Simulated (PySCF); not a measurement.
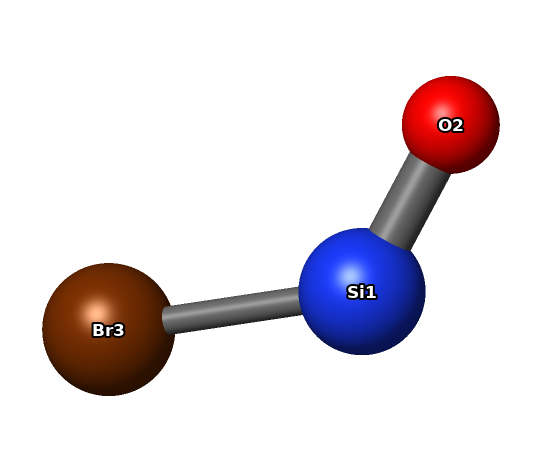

The thickness of each stick grows with its Mayer bond order. State: neutral, doublet. The computed structure is the end point of a PBE0/def2-TZVP optimisation. Computed with PBE0/def2-TZVP (PySCF 2.14.0).

List the Mayer bond orders of Si1–O2, Si1–Br3.

| bond | Mayer order | length (Å) |
| --- | --- | --- |
| Si1–O2 | 2.18 | 1.520 |
| Si1–Br3 | 1.20 | 2.223 |
